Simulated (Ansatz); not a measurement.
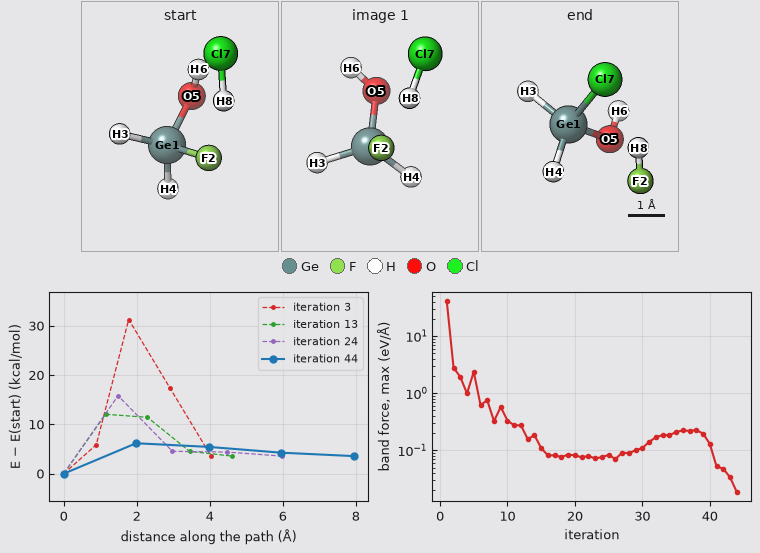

A nudged-elastic-band calculation for GeH$_{4}$OClF. Images are numbered from 0 (start) to 4 (end). The plot follows the band through its iterations. Style: ball-and-stick. Shown from a free direction.

Level of theory: Ansatz, RKS PBE/def2-SVP.

Input
```yaml
crystal:
  periodic: [false, false, false]
  atoms:
    - { symbol: Ge, position_ang: [-0.120768, 0.234685, -0.120719] }
    - { symbol: F, position_ang: [0.199909, 0.16697, 1.649524] }
    - { symbol: H, position_ang: [1.290783, 0.211856, -0.753416] }
    - { symbol: H, position_ang: [-0.992011, 1.480768, -0.359564] }
    - { symbol: O, position_ang: [-1.123911, -1.179794, -0.489863] }
    - { symbol: H, position_ang: [-0.676938, -1.99276, -0.164363] }
    - { symbol: Cl, position_ang: [0.844918, -2.784795, 1.602024] }
    - { symbol: H, position_ang: [0.595718, -1.52993, 1.937177] }
basis:
  gaussian: { orbitals: def2-SVP }
hamiltonian:
  xc: pbe
neb:
  order_check: false
  images: 3
  f_tol: 0.03
  max_iterations: 60
  climbing: false
  final_atoms:
    - { symbol: Ge, position_ang: [0.27901063, -0.34475564, -0.28879836] }
    - { symbol: F, position_ang: [-0.58716711, -0.23964545, 2.73012493] }
    - { symbol: H, position_ang: [1.09151452, -0.3085299, -1.60897528] }
    - { symbol: H, position_ang: [-0.01054524, 0.99853524, 0.39110683] }
    - { symbol: O, position_ang: [-1.28749627, -1.1648284, -0.5140487] }
    - { symbol: H, position_ang: [-1.18449104, -1.99062781, -1.02439269] }
    - { symbol: Cl, position_ang: [1.55927759, -1.55172332, 1.07086338] }
    - { symbol: H, position_ang: [0.15759692, -0.79142472, 2.54491989] }
  initial_path:
    images:
      - { positions_ang: [[-0.120768, 0.234685, -0.120719], [0.199909, 0.16697, 1.649524], [1.290783, 0.211856, -0.753416], [-0.992011, 1.480768, -0.359564], [-1.123911, -1.179794, -0.489863], [-0.676938, -1.99276, -0.164363], [0.844918, -2.784795, 1.602024], [0.595718, -1.52993, 1.937177]] }
      - { positions_ang: [[-0.07088824, 0.12007696, -0.05549253], [0.11646546, 0.07233504, 1.84417439], [1.3584779, 0.12333286, -0.64912359], [-0.88761671, 1.37335262, -0.41435762], [-0.9862175, -1.31148395, -0.53379168], [-0.97618254, -1.95951583, 0.01770944], [0.9075233, -2.48767026, 1.17513442], [0.55613834, -1.32342744, 1.91654717]] }
      - { positions_ang: [[-0.02100848, 0.00546892, 0.00973394], [0.03302192, -0.02229993, 2.03882478], [1.42617279, 0.03480972, -0.54483119], [-0.78322241, 1.26593724, -0.46915123], [-0.84852401, -1.4431739, -0.57772036], [-1.27542708, -1.92627165, 0.19978188], [0.97012859, -2.19054552, 0.74824483], [0.51655867, -1.11692488, 1.89591735]] }
      - { positions_ang: [[0.12900108, -0.16964336, -0.13953221], [-0.2770726, -0.13097269, 2.38447485], [1.25884366, -0.13686009, -1.07690323], [-0.39688382, 1.13223624, -0.0390222], [-1.06801014, -1.30400115, -0.54588453], [-1.22995906, -1.95844973, -0.4123054], [1.26470309, -1.87113442, 0.90955411], [0.3370778, -0.9541748, 2.22041862]] }
      - { positions_ang: [[0.27901063, -0.34475564, -0.28879836], [-0.58716711, -0.23964545, 2.73012493], [1.09151452, -0.3085299, -1.60897528], [-0.01054524, 0.99853524, 0.39110683], [-1.28749627, -1.1648284, -0.5140487], [-1.18449104, -1.99062781, -1.02439269], [1.55927759, -1.55172332, 1.07086338], [0.15759692, -0.79142472, 2.54491989]] }
```

Command:
```bash
ansatz run input.yaml --threads 2 --pin off --max-ram 3072MiB --backend cpu --events-out ev --progress --plain --runs-dir out
```

> Did the band converge, and can the barrier be trusted?

The run is converged, with reservations. The band converged in 44 iterations. The largest component of the band force went from 41 to 0.019 eV/Å. No image climbed, so the highest image needn't lie on the saddle point, and the true maximum along this path can be higher. So few images resolve the path coarsely. The first iteration put the highest image at 133.0 kcal/mol. The highest point, image 1, lies 6.2 kcal/mol above the start and 2.6 kcal/mol above the end; the end is at +3.6 kcal/mol relative to the start.

The run took 3 min on 2 threads of Arm Neoverse V2, with other jobs on the host, peak memory 0.14 GiB.
